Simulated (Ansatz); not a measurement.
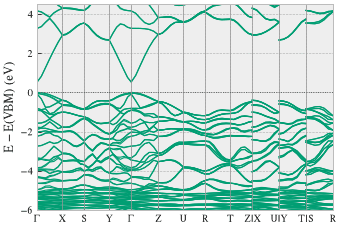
Figure. Band structure from r²SCAN with spin–orbit coupling (plane waves, PAW; program Ansatz)

Q: Read off the gap and where the band edges lie.

A: About 0.5 eV (0.53 eV by a search for the band edges); maximum at Γ, minimum at Γ.

The material is ZnSnN$_{2}$ in space group Pna2_1 (No. 33; Zn on 4a, Sn on 4a, N on 4a, N on 4a).

The r²SCAN relaxation kept the symmetry of its start.

Potentials: the later of the program's two PAW sets.
